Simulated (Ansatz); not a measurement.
# ZnW: relaxing a made-up structure

This structure for ZnW is made up. Its elements were placed in a known structure type with a cell scaled to their sizes. What cell does the guess relax to, and how far off was it?

Main program and level: Ansatz 0.2.0; DFT, PBEsol, plane-wave PAW, files of the set soft_1, scalar-relativistic, no spin, cell and ions relaxed at zero pressure; PAW set soft_1, in the first sound run; inputs show where later runs differ.

**1. The structure**

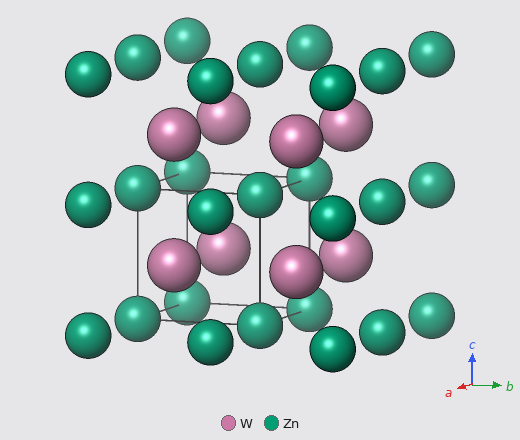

The cell as given, slightly off an axis (tungsten pink, zinc teal). 2×2×2 cells are drawn. Some periodic images of atoms are drawn too.

**2. Relaxing cell and atoms**

The guessed cell has no reason to be at equilibrium. It is relaxed with the atoms, within the space group of the guess.

The input, input.yaml:

```yaml
crystal:
  lattice:
    - [3.17, 0.0, 0.0]
    - [0.0, 3.17, 0.0]
    - [0.0, 0.0, 3.17]
  atoms:
    - { symbol: W, position: [0.5, 0.5, 0.5] }
    - { symbol: Zn, position: [0.0, 0.0, 0.0] }
kpoints:
  mp_grid: { grid: [8, 8, 8] }
scf:
  occupations: { method: fermi_dirac, width: 0.05 }
hamiltonian:
  xc: pbesol
  pseudopotentials: { kind: paw, azcp: { folder: soft_1 }, xc_functional: pbe }
relax:
  f_tol: 0.015
  max_steps: 70
  cell: {}
output:
  forces: true
  stress: true
```

Started as:

```sh
$ ansatz run input.yaml --threads 4 --pin off --max-ram 8192MiB --backend cpu --events-out ev --progress --plain --runs-dir out
```

Numbers of over 12 decimals in the logs are rounded to 6 here.

Output:

```text
Engine: ansatz 0.2.0, aarch64-unknown-linux-gnu
Pseudopotentials: kind: paw
Pseudopotential: W, paw, valence charge 14, recommended cutoff 420 eV (normal), soft_1/W.paw.azcp
Pseudopotential: Zn, paw, valence charge 12, recommended cutoff 420 eV (normal), soft_1/Zn.paw.azcp
Functional definition: PBEsol
  exchange = pbesol_x
  correlation = pbesol_c
Crystal: 2 atoms, lattice volume = 31.855 Å³
Basis set: ecut = 420 eV, 619 PW (Γ), exchange–correlation on 48×48×48 points (8 copies of the dense FFT grid, shifted against one another)
Bands: 17, of which v1, the nominal top of the filled ones, is band 13 counted from 1 (12 counted from 0)
Symmetry: 48 space group operations
Space group: Pm-3m (ITA 221), of the structure as read, at distance tolerance 3.2e-5 Å
k-points: 35 of 512
Non-local potential: W, projectors of the file, l = 0: 3, l = 1: 2, l = 2: 2, l = 3: 1
Non-local potential: Zn, projectors of the file, l = 0: 2, l = 1: 2, l = 2: 3, l = 3: 1
PAW form: soft (Blöchl's): semilocal exchange-correlation on the pseudo side does not see the compensation charge
PAW frozen core: W, regenerated for the run's functional, and the local potential with it (the file was generated under x = pbe(κ = 0.804, μ = 0.219515), c = pbe(β = 0.066725))
PAW frozen core: Zn, regenerated for the run's functional, and the local potential with it (the file was generated under x = pbe(κ = 0.804, μ = 0.219515), c = pbe(β = 0.066725))
PAW one-centre angular grid: W, 590 points (default); XC on 64 Gauss nodes
PAW one-centre angular grid: Zn, 590 points (default); XC on 64 Gauss nodes
Initial density: superposition of atomic densities (chi_scale 0.1, normalization cell, long waves kept (reshape's long-wave potential 0.00 eV rms))
Initial wavefunctions: pseudopotential atomic-orbital guess
Functional: x = pbesol(κ = 0.804, μ = 0.123457), c = pbesol(β = 0.046)
SCF iter   1: F=—  HF=-13537.609515 eV  |F-HF|=—  |Δ(HF+E_count)|=         —  Δρ=6.39e-2  dr2=1.78e0  ethr=3.10e-3  ⟨swp⟩=5.4  Hψ=3157  notcnv=0
preconditioner: auto → none  [insulator: Δε(μ)=0.173 eV  Ē_g=9.145 eV  σ=0.050 eV  W_gap=0.64  n_scr=6 (ndim 8)  ℏωp=27.9 eV  f_vac=0.000  D(μ)=1.87/eV (n_scr^D=18)  ε∞_Penn≈10.3]
SCF iter   2: F=—  HF=-13537.152285 eV  |F-HF|=—  |Δ(HF+E_count)|=   4.57e-1  Δρ=3.28e-2  dr2=4.08e-1  ethr=3.10e-3  ⟨swp⟩=3.0  Hψ=1508  notcnv=0  defer=3
SCF iter   3: F=—  HF=-13537.048812 eV  |F-HF|=—  |Δ(HF+E_count)|=   1.03e-1  Δρ=1.09e-2  dr2=1.90e-2  ethr=1.57e-3  ⟨swp⟩=2.9  Hψ=1242  notcnv=0  defer=5
SCF iter   4: F=—  HF=-13537.045017 eV  |F-HF|=—  |Δ(HF+E_count)|=   3.80e-3  Δρ=4.23e-3  dr2=4.04e-3  ethr=7.30e-5  ⟨swp⟩=2.7  Hψ=1193  notcnv=0  defer=5
SCF iter   5: F=—  HF=-13537.044266 eV  |F-HF|=—  |Δ(HF+E_count)|=   7.51e-4  Δρ=6.82e-4  dr2=7.80e-5  ethr=1.55e-5  ⟨swp⟩=2.0  Hψ=821  notcnv=0  defer=5
SCF iter   6: F=—  HF=-13537.044269 eV  |F-HF|=—  |Δ(HF+E_count)|=   2.75e-6  Δρ=1.48e-4  dr2=7.46e-6  ethr=3.00e-7  ⟨swp⟩=2.0  Hψ=893  notcnv=0  defer=5
SCF iter   7: F=—  HF=-13537.044267 eV  |F-HF|=—  |Δ(HF+E_count)|=   1.78e-6  Δρ=2.57e-5  dr2=2.29e-7  ethr=2.87e-8  ⟨swp⟩=2.4  Hψ=816  notcnv=0  defer=5
SCF iter   8: F=-13537.044267 eV  HF=-13537.044267 eV  |F-HF|=2.80e-10  |Δ(HF+E_count)|=   6.05e-8  Δρ=1.35e-6  dr2=3.96e-10  ethr=3.85e-10  ⟨swp⟩=4.5  Hψ=1976  notcnv=0
SCF 1 converged in 8 iterations: F = -13537.044267 eV  dr2 = 3.96e-10
  greatest PAW one-centre occupation: 0.999 electrons in one spin orbital (limit 2), on the W atom at site 0 (counted from 0), in its partial waves of l = 0
relax step   1: F+E_penalty+E_count = -13537.04426739 eV  Δ(F+E_penalty+E_count) = +0.000e0 eV  max|allowed force component| = 1.094e-28 eV/Å  Δτ_max = 0.0000 Å  P = -18.797 GPa  Ω = 31.855 Å³  (8 SCF iters, dr2 threshold 1.00e-7 eV, accepted)
Crystal: 2 atoms, lattice volume = 27.420 Å³
Basis set: ecut = 420 eV, 515 PW (Γ), exchange–correlation on 48×48×48 points (8 copies of the dense FFT grid, shifted against one another)
Initial density: handed on by an earlier stage of this run
Initial wavefunctions: those handed on with the density
iter 1 solved again at ethr=2.37e-4 eV; its pass at ethr=3.10e-3 eV (dr2=6.16e-2 eV) is discarded
SCF iter   1: F=—  HF=-13537.247025 eV  |F-HF|=—  |Δ(HF+E_count)|=         —  Δρ=1.83e-2  dr2=6.22e-2  ethr=2.37e-4  ⟨swp⟩=1.1  Hψ=3657  notcnv=0
preconditioner: auto → none  [metal: Δε(μ)=0.020 eV  Ē_g=9.432 eV  σ=0.050 eV  W_gap=0.10  n_scr=6 (ndim 8)  ℏωp=30.1 eV  f_vac=0.000  D(μ)=2.87/eV (n_scr^D=32)]
SCF iter   2: F=—  HF=-13537.247981 eV  |F-HF|=—  |Δ(HF+E_count)|=   9.56e-4  Δρ=1.71e-2  dr2=4.79e-2  ethr=2.37e-4  ⟨swp⟩=2.8  Hψ=1083  notcnv=0
SCF iter   3: F=—  HF=-13537.232531 eV  |F-HF|=—  |Δ(HF+E_count)|=   1.55e-2  Δρ=1.80e-3  dr2=4.34e-4  ethr=1.84e-4  ⟨swp⟩=2.0  Hψ=1311  notcnv=0  defer=6
SCF iter   4: F=—  HF=-13537.233094 eV  |F-HF|=—  |Δ(HF+E_count)|=   5.64e-4  Δρ=6.93e-4  dr2=5.08e-5  ethr=1.67e-6  ⟨swp⟩=2.0  Hψ=894  notcnv=0  defer=6
SCF iter   5: F=—  HF=-13537.233188 eV  |F-HF|=—  |Δ(HF+E_count)|=   9.39e-5  Δρ=5.01e-4  dr2=3.63e-5  ethr=1.95e-7  ⟨swp⟩=2.0  Hψ=904  notcnv=0  defer=6
SCF iter   6: F=—  HF=-13537.233178 eV  |F-HF|=—  |Δ(HF+E_count)|=   1.07e-5  Δρ=1.06e-4  dr2=1.92e-6  ethr=1.39e-7  ⟨swp⟩=2.0  Hψ=889  notcnv=0  defer=6
SCF iter   7: F=-13537.233177 eV  HF=-13537.233177 eV  |F-HF|=6.77e-10  |Δ(HF+E_count)|=   3.77e-7  Δρ=3.84e-6  dr2=1.78e-9  ethr=7.69e-10  ⟨swp⟩=3.8  Hψ=2361  notcnv=0
SCF 2 converged in 7 iterations: F = -13537.233177 eV  dr2 = 1.78e-9
relax step   2: F+E_penalty+E_count = -13537.23317727 eV  Δ(F+E_penalty+E_count) = -1.889e-1 eV  max|allowed force component| = 6.393e-30 eV/Å  Δτ_max = 0.0000 Å  P = +9.349 GPa  Ω = 27.420 Å³  energy of the carried Pulay correction = +2.318e-3 eV  (7 SCF iters, dr2 threshold 2.00e-7 eV, accepted)
Crystal: 2 atoms, lattice volume = 28.749 Å³
Basis set: ecut = 420 eV, 587 PW (Γ), exchange–correlation on 48×48×48 points (8 copies of the dense FFT grid, shifted against one another)
iter 1 solved again at ethr=3.05e-5 eV; its pass at ethr=3.10e-3 eV (dr2=7.92e-3 eV) is discarded
SCF iter   1: F=—  HF=-13537.263788 eV  |F-HF|=—  |Δ(HF+E_count)|=         —  Δρ=6.20e-3  dr2=8.04e-3  ethr=3.05e-5  ⟨swp⟩=1.1  Hψ=3633  notcnv=0
preconditioner: auto → none  [metal: Δε(μ)=0.028 eV  Ē_g=9.309 eV  σ=0.050 eV  W_gap=0.14  n_scr=6 (ndim 8)  ℏωp=29.4 eV  f_vac=0.000  D(μ)=2.67/eV (n_scr^D=26)]
SCF iter   2: F=—  HF=-13537.263773 eV  |F-HF|=—  |Δ(HF+E_count)|=   1.51e-5  Δρ=5.96e-3  dr2=6.21e-3  ethr=3.05e-5  ⟨swp⟩=2.0  Hψ=1050  notcnv=0
SCF iter   3: F=—  HF=-13537.261856 eV  |F-HF|=—  |Δ(HF+E_count)|=   1.92e-3  Δρ=6.35e-4  dr2=6.56e-5  ethr=2.39e-5  ⟨swp⟩=2.0  Hψ=1293  notcnv=0  defer=4
SCF iter   4: F=—  HF=-13537.261929 eV  |F-HF|=—  |Δ(HF+E_count)|=   7.36e-5  Δρ=3.37e-4  dr2=1.58e-5  ethr=2.52e-7  ⟨swp⟩=2.0  Hψ=891  notcnv=0  defer=4
SCF iter   5: F=—  HF=-13537.261939 eV  |F-HF|=—  |Δ(HF+E_count)|=   9.08e-6  Δρ=1.45e-4  dr2=4.43e-6  ethr=6.09e-8  ⟨swp⟩=2.1  Hψ=823  notcnv=0  defer=4
SCF iter   6: F=-13537.261937 eV  HF=-13537.261937 eV  |F-HF|=2.21e-8  |Δ(HF+E_count)|=   1.73e-6  Δρ=9.43e-6  dr2=2.60e-8  ethr=7.69e-10  ⟨swp⟩=3.2  Hψ=2556  notcnv=0
SCF 3 converged in 6 iterations: F = -13537.261937 eV  dr2 = 2.60e-8
relax step   3: F+E_penalty+E_count = -13537.26193676 eV  Δ(F+E_penalty+E_count) = -2.876e-2 eV  max|allowed force component| = 4.240e-30 eV/Å  Δτ_max = 0.0000 Å  P = -1.762 GPa  Ω = 28.749 Å³  energy of the carried Pulay correction = +1.588e-3 eV  (6 SCF iters, dr2 threshold 2.00e-7 eV, accepted)
Crystal: 2 atoms, lattice volume = 28.530 Å³
iter 1 solved again at ethr=8.88e-7 eV; its pass at ethr=3.10e-3 eV (dr2=2.31e-4 eV) is discarded
SCF iter   1: F=—  HF=-13537.263390 eV  |F-HF|=—  |Δ(HF+E_count)|=         —  Δρ=9.69e-4  dr2=1.89e-4  ethr=8.88e-7  ⟨swp⟩=2.1  Hψ=3360  notcnv=0
preconditioner: auto → none  [metal: Δε(μ)=0.017 eV  Ē_g=9.281 eV  σ=0.050 eV  W_gap=0.09  n_scr=6 (ndim 8)  ℏωp=29.5 eV  f_vac=0.000  D(μ)=2.74/eV (n_scr^D=32)]
SCF iter   2: F=—  HF=-13537.263396 eV  |F-HF|=—  |Δ(HF+E_count)|=   5.96e-6  Δρ=9.17e-4  dr2=1.46e-4  ethr=7.25e-7  ⟨swp⟩=2.0  Hψ=910  notcnv=0
SCF iter   3: F=—  HF=-13537.263350 eV  |F-HF|=—  |Δ(HF+E_count)|=   4.58e-5  Δρ=9.79e-5  dr2=1.47e-6  ethr=5.60e-7  ⟨swp⟩=2.0  Hψ=854  notcnv=0
SCF iter   4: F=—  HF=-13537.263352 eV  |F-HF|=—  |Δ(HF+E_count)|=   1.90e-6  Δρ=4.38e-5  dr2=1.99e-7  ethr=7.69e-10  ⟨swp⟩=5.0  Hψ=2220  notcnv=0
SCF iter   5: F=-13537.263353 eV  HF=-13537.263353 eV  |F-HF|=6.88e-8  |Δ(HF+E_count)|=   2.22e-7  Δρ=1.44e-5  dr2=7.94e-8  ethr=7.65e-10  ⟨swp⟩=4.2  Hψ=1936  notcnv=0
SCF 4 converged in 5 iterations: F = -13537.263353 eV  dr2 = 7.94e-8
relax step   4: F+E_penalty+E_count = -13537.26335252 eV  Δ(F+E_penalty+E_count) = -1.416e-3 eV  max|allowed force component| = 3.188e-30 eV/Å  Δτ_max = 0.0000 Å  P = -0.119 GPa  Ω = 28.530 Å³  energy of the carried Pulay correction = +1.706e-3 eV  (5 SCF iters, dr2 threshold 2.00e-7 eV, accepted)
Crystal: 2 atoms, lattice volume = 28.514 Å³
iter 1 solved again at ethr=3.35e-9 eV; its pass at ethr=3.10e-3 eV (dr2=8.71e-7 eV) is discarded
SCF iter   1: F=—  HF=-13537.263365 eV  |F-HF|=—  |Δ(HF+E_count)|=         —  Δρ=5.99e-5  dr2=6.70e-7  ethr=3.35e-9  ⟨swp⟩=2.2  Hψ=3361  notcnv=0
preconditioner: auto → none  [metal: Δε(μ)=0.018 eV  Ē_g=9.296 eV  σ=0.050 eV  W_gap=0.09  n_scr=6 (ndim 8)  ℏωp=29.5 eV  f_vac=0.000  D(μ)=2.73/eV (n_scr^D=32)]
SCF iter   2: F=—  HF=-13537.263367 eV  |F-HF|=—  |Δ(HF+E_count)|=   1.75e-6  Δρ=5.42e-5  dr2=4.74e-7  ethr=2.58e-9  ⟨swp⟩=2.0  Hψ=897  notcnv=0
SCF iter   3: F=-13537.263367 eV  HF=-13537.263367 eV  |F-HF|=8.64e-9  |Δ(HF+E_count)|=   1.47e-7  Δρ=6.70e-6  dr2=6.74e-9  ethr=1.37e-10  ⟨swp⟩=3.6  Hψ=2365  notcnv=0
SCF 5 converged in 3 iterations: F = -13537.263367 eV  dr2 = 6.74e-9
relax step   5: F+E_penalty+E_count = -13537.26336689 eV  Δ(F+E_penalty+E_count) = -1.437e-5 eV  max|allowed force component| = 7.889e-31 eV/Å  Δτ_max = 0.0000 Å  P = -0.003 GPa  Ω = 28.514 Å³  energy of the carried Pulay correction = +1.714e-3 eV  (3 SCF iters, dr2 threshold 3.55e-8 eV, accepted)
Initial wavefunctions: pseudopotential atomic-orbital guess (no wavefunctions were taken with the density)
iter 1 solved again at ethr=9.56e-8 eV; its pass at ethr=3.10e-3 eV (dr2=2.48e-5 eV) is discarded
SCF iter   1: F=—  HF=-13537.261700 eV  |F-HF|=—  |Δ(HF+E_count)|=         —  Δρ=2.79e-4  dr2=6.48e-6  ethr=9.56e-8  ⟨swp⟩=3.0  Hψ=4718  notcnv=0
preconditioner: auto → none  [metal: Δε(μ)=0.018 eV  Ē_g=9.297 eV  σ=0.050 eV  W_gap=0.09  n_scr=6 (ndim 8)  ℏωp=29.5 eV  f_vac=0.000  D(μ)=2.73/eV (n_scr^D=32)]
SCF iter   2: F=—  HF=-13537.261698 eV  |F-HF|=—  |Δ(HF+E_count)|=   1.61e-6  Δρ=3.21e-4  dr2=1.30e-5  ethr=2.49e-8  ⟨swp⟩=2.0  Hψ=862  notcnv=0
SCF iter   3: F=—  HF=-13537.261704 eV  |F-HF|=—  |Δ(HF+E_count)|=   5.98e-6  Δρ=3.00e-4  dr2=1.74e-5  ethr=2.49e-8  ⟨swp⟩=2.0  Hψ=910  notcnv=0
SCF iter   4: F=—  HF=-13537.261698 eV  |F-HF|=—  |Δ(HF+E_count)|=   6.39e-6  Δρ=2.15e-5  dr2=9.44e-8  ethr=2.49e-8  ⟨swp⟩=2.0  Hψ=910  notcnv=0
SCF iter   5: F=—  HF=-13537.261701 eV  |F-HF|=—  |Δ(HF+E_count)|=   2.67e-6  Δρ=5.47e-6  dr2=3.16e-9  ethr=3.63e-10  ⟨swp⟩=2.2  Hψ=798  notcnv=0
SCF iter   6: F=—  HF=-13537.261701 eV  |F-HF|=—  |Δ(HF+E_count)|=  3.67e-10  Δρ=4.79e-7  dr2=2.37e-11  ethr=1.21e-11  ⟨swp⟩=2.6  Hψ=989  notcnv=0
SCF iter   7: F=-13537.261701 eV  HF=-13537.261701 eV  |F-HF|=3.64e-12  |Δ(HF+E_count)|=  3.64e-12  Δρ=2.33e-8  dr2=9.92e-14  ethr=1.00e-12  ⟨swp⟩=5.2  Hψ=2391  notcnv=0
SCF 6 converged in 7 iterations: F = -13537.261701 eV  dr2 = 9.92e-14
relax step   6: F+E_penalty+E_count = -13537.26170063 eV  Δ(F+E_penalty+E_count) = +1.666e-3 eV  max|allowed force component| = 4.684e-30 eV/Å  Δτ_max = 0.0000 Å  P = -0.014 GPa  Ω = 28.514 Å³  stress off target by 1.42e-2 GPa  SCF on the basis re-selected at this cell (its energy is not comparable with the rows above)  (7 SCF iters)
basis re-selected at this cell: Δ(F+E_penalty+E_count) = +1.666e-3 eV, ΔP = -0.011 GPa vs the last step (what re-selecting the basis moved, of the pressure what is left beyond the Pulay correction that the steps carried, after the strain that the cell walked since its last selection, with what the two solves' SCF thresholds leave and, on support functions, any second-order correction that the steps lacked; it is no m [...]
SCF converged after 7 iterations
Free energy (F): -13537.261701 eV
Harris-Foulkes:  -13537.261701 eV  (|F-HF|=3.64e-12)
Internal energy: -13537.241056 eV  (E = F + TS)
E sigma→0 (E₀):  -13537.251378 eV
Entropy (-TS):   -0.020645 eV (-10.322 meV/atom)
Fermi energy:    18.113983 eV
--- Per-component energies (eV) ---
  E_band       = -6.173179
  E_kinetic    = 572.755259
  E_local      = -2175.628205  (includes V_loc(G=0)·N_el)
  E_nonlocal   = 792.065136
  E_hartree    = 833.444448
  E_xc         = -345.219326
  E_vxc        = -284.551649  (∫ρ·V_xc dr)
  E_paw        = -10307.219958  (= ΣΔE_a)
  E_vpaw       = -577.702517  (= ΣTr[D̂ρ^β])
  E_aug_tail   = -0.000099  (compensation charges beyond the density's cutoff)
  E_ewald      = -2908.457524
  E_core_change = 1.019214  (= ΣΔE_core)
  E_smearing   = -0.020645  (= −TS)
  E_closure    = -0.000000  (closes the sum)
  Σ components = -13537.261701   (vs F -13537.261701, Δ=0.00e0)
--- Forces (eV/Å), atoms counted from 1 ---
  atom   1  W     -0.00000000     0.00000000    -0.00000000
  atom   2  Zn    -0.00000000    -0.00000000    -0.00000000
  max |Σ_I F_I| component: 9.56e-30 eV/Å
--- Stress (GPa, compression-positive) ---
       -0.014166       0.000000       0.000000
        0.000000      -0.014166      -0.000000
        0.000000      -0.000000      -0.014166
  P = ⅓ Tr σ = -0.0142 GPa (-0.142 kbar)
--- Relaxed structure (5 steps of the walk, 5 accepted, 1 SCFs on fresh bases) ---
  F+E_penalty+E_count = -13537.26170063 eV   max|allowed force component| = 4.684e-30 eV/Å   (the final SCF, on the basis selected at the relaxed cell)
  cell:  # Å, volume = 28.5142 Å³
    - [3.055066, 0, 0]
    - [0, 3.055066, 0]
    - [0, 0, 3.055066]
  atoms:
    - { symbol: W, position: [0.5, 0.5, 0.5] }
    - { symbol: Zn, position: [0, 0, 0] }
```

Wall time 2.6 s (4 threads of Arm Neoverse V1, shared host); peak memory 0.32 GiB; 8.2 s of CPU time.

Relaxation path:

```csv
step,energy less that of the first step (eV),largest force component (eV/Å),pressure (GPa),volume (Å³)
1,0.0000,0.0000,-18.80,31.86
2,-0.1889,0.0000,9.35,27.42
3,-0.2177,0.0000,-1.76,28.75
4,-0.2191,0.0000,-0.12,28.53
5,-0.2191,0.0000,0.00,28.51
6*,-0.2174,0.0000,-0.01,28.51
```

Relaxation steps marked * repeat the geometry before them on a plane-wave basis chosen anew for their cell, so energy and pressure can jump there.

Forces are held to the 48 operations that the run works with; a distortion that breaks them can't arise in this run.

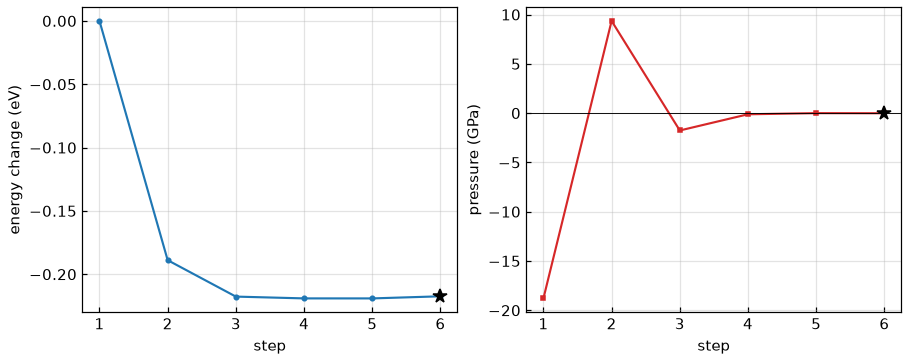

Energy and pressure along the relaxation. Stars mark steps on a basis chosen anew.

```csv
"conventional cell, symmetrised",before,after,change
a (Å),3.170,3.055,-3.6 %
b (Å),3.170,3.055,-3.6 %
c (Å),3.170,3.055,-3.6 %
volume (Å³/atom),15.93,14.26,-10.5 %
```

Final coordinates:

```xyz
2
Lattice="3.0551 0.0000 0.0000 0.0000 3.0551 0.0000 0.0000 0.0000 3.0551" Properties=species:S:1:pos:R:3 pbc="T T T"
W     1.5275    1.5275    1.5275
Zn    0.0000    0.0000    0.0000
```

Numbers from this step:

| Property | Result |
| --- | --- |
| free energy | -13537.2617 eV |
| energy at zero smearing | -13537.2514 eV |
| smearing term TS | 0.02064 eV |
| Fermi energy | 18.11 eV |
| electrons | 26 |
| symmetry operations | 48 |
| pressure | -0.01417 GPa |

The shortest distance of each pair, which need not be the same contact before and after:

```csv
pair,guess (Å),relaxed (Å)
W–Zn,2.745,2.646
W–W,3.170,3.055
Zn–Zn,3.170,3.055
```

The relaxation ends with a pressure of -0.01 GPa.

(Continued in part 2 of 2.)

[Logs are printed without paths, hosts, clocks, repeated set-up lines and the standing remarks that a program may print on its own settings, such as how far it seeks lower states.]

[Hosts, paths, dates, database ids (printed as entryN), source tags and the programs' standing remarks are cut or masked in the printed files.]
